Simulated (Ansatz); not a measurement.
Cl₃HOZr

The calculation's input:

```
crystal:
  periodic: [false, false, false]
  atoms:
    - {symbol: Cl, position_ang: [2.041802, -1.457562, -0.176786]}
    - {symbol: Cl, position_ang: [-1.505331, -1.196704, -1.610773]}
    - {symbol: Cl, position_ang: [0.724999, 1.918401, -1.432593]}
    - {symbol: O, position_ang: [-0.515164, 0.286665, 1.337721]}
    - {symbol: Zr, position_ang: [0.150316, -0.091595, -0.377311]}
    - {symbol: H, position_ang: [-0.854524, 0.476895, 2.213644]}
basis:
  gaussian:
    orbitals: def2-TZVPD
output:
  forces: true
  orbitals: {seedname: orbitals}
hamiltonian:
  xc: pbe0
```

Launched as:

```sh
ansatz run input.yaml --threads 2 --pin off --max-ram 5220MiB --events-out events.jsonl --progress --plain --runs-dir runs
```

Geometry: PBE0-D4/def2-SVP; core potentials replace the inner electrons of Zr.

These are results of isolated molecule in a Gaussian basis; Kohn-Sham density functional theory, functional PBE0 (Ansatz 0.2.0), not measurements.

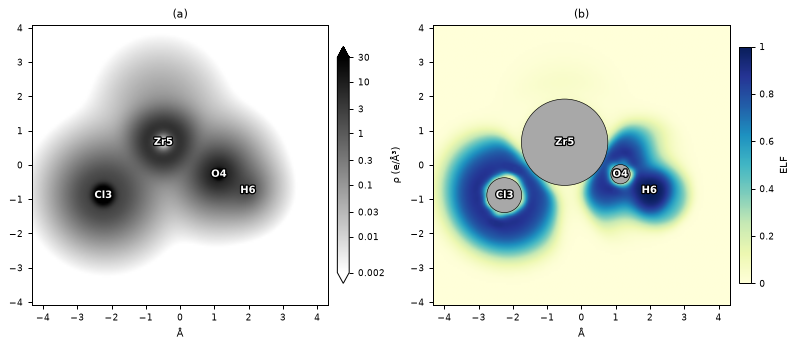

Figure 1. (a) electron density; (b) electron localisation function on the plane of atoms Cl3, Zr5 and O4. Grey discs cover the atomic cores in the ELF map.

> Interpret the plot.

The section cuts through Cl, O, Zr and H sites. Zr–O (1.88 Å): ρ at the midpoint is about 1 e/Å³; the ELF peaks at about 0.80 in the valence shell of O, 0.5 Å from its nucleus, and drops to about 0.20 between the two atoms. Zr–Cl (2.34 Å): the density is about 0.62 e/Å³ at the midpoint; the ELF peaks at about 0.85 in the valence shell of Cl, 0.8 Å from its nucleus, and is about 0.35 at the midpoint. O–H (0.96 Å): ρ is about 3.8 e/Å³ halfway; the ELF climbs to about 1 towards the hydrogen, as it does in any bond to H (a covalent bond by its length).

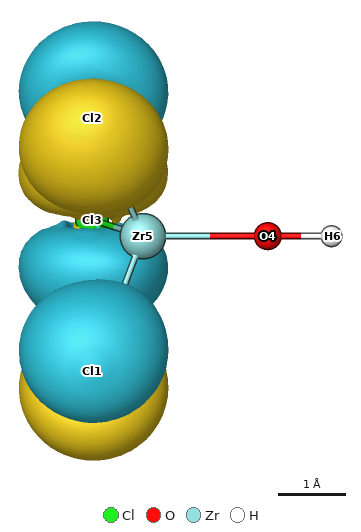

Figure 2. One frontier orbital at ±0.08 Å⁻³ᐟ² (yellow and cyan are the two phases), seen from one side.

> Which orbital is it: HOMO or LUMO?

The HOMO, at −9.32 eV. Its weight (Hirshfeld) is mainly on Cl1 (about 30 %), Cl2 (about 30 %) and Cl3 (about 30 %); largely a combination of lone pairs on Cl1, Cl2 and Cl3.

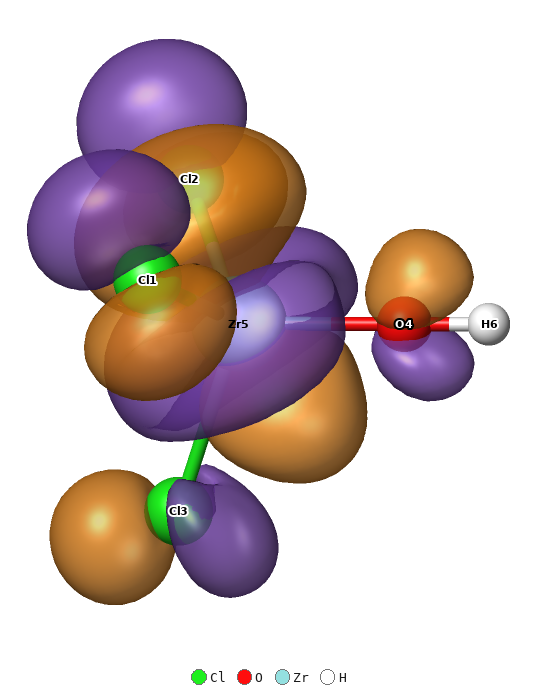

Figure 3. The LUMO at ±0.06 Å⁻³ᐟ² (orange and purple are the two phases), seen across its widest extent.

> Where does this orbital lie, and at what energy?

It lies mainly on Zr5 (about 65 %), Cl1 (about 10 %), Cl3 (about 10 %) and Cl2 (about 10 %). It is one of a degenerate set, so its orientation is arbitrary. Its energy is −2.06 eV.
